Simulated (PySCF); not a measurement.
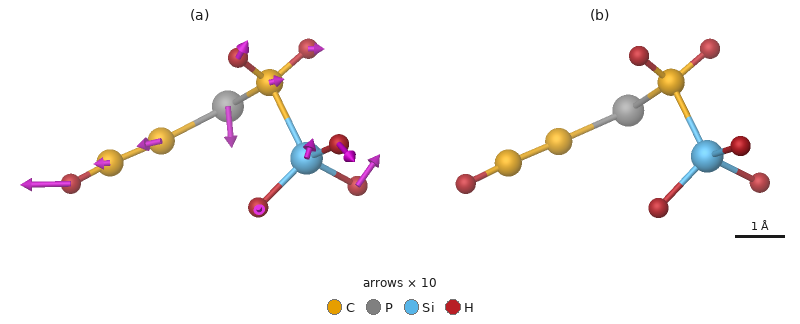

The structure of C$_{3}$H$_{6}$PSi (charge −1) before (left) and after (right) a relaxation, at one scale. The purple arrows give the displacements, magnified 10 times.

Style: ball-and-stick. Shown at a tilt.

The start comes from GFN2-xTB. Its atoms were then displaced at random by about 0.01 Å.

Computed with PBE0-D3(BJ)/def2-SVP geometry optimisation, gas phase in PySCF 2.14.0, density-fitted response routines. 

Question: What changed between the two?

Answer: Over 11 geometry steps the energy falls by 4.53 kcal/mol. The atom that moves furthest after the best rigid fit is an H atom (0.11 Å). Largest moves by element: H 0.11 Å, P 0.09 Å, C 0.06 Å, Si 0.05 Å. Near-neighbour distances that change, for instance: H–Si 1.473 → 1.531 Å, C–H 1.018 → 1.072 Å, C–P 1.858 → 1.910 Å, C–Si 1.909 → 1.864 Å. Bond angles that change, for instance: C–C–P 173.6° → 176.9°, C–Si–H 111.8° → 114.9°, C–C–H 174.1° → 177.1°. The run took 45 s on 1 thread of Arm Neoverse V2, with other jobs on the host.

Limits of the set-up: the basis has no diffuse functions, which an anion needs.
